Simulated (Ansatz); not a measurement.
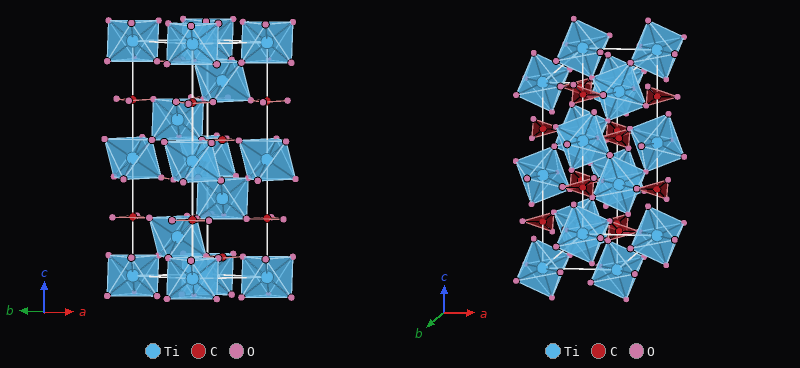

Polyhedra are drawn about C and Ti (bonds: C–O below 1.5 Å and O–Ti below 2.4 Å); other atoms are plain spheres. Two views of the same piece.

System TiCO₃ (space group R-3c, No. 167); source of the atomic positions: coordinates from a relaxation with DFT, PAW plane waves, r2scan in Ansatz; the starting structure was generated, so it need not be a known form of this composition.

Sharing among the drawn polyhedra:

| site | polyhedron | corner-sharing neighbours | edge-sharing | face-sharing | bond (Å) |
| --- | --- | --- | --- | --- | --- |
| C | CO3 triangle | 6 | 0 | 0 | 1.31 |
| Ti | TiO6 octahedron | 12 | 0 | 0 | 2.11 |

They form a three-dimensional framework of corner-sharing octahedra and triangles.
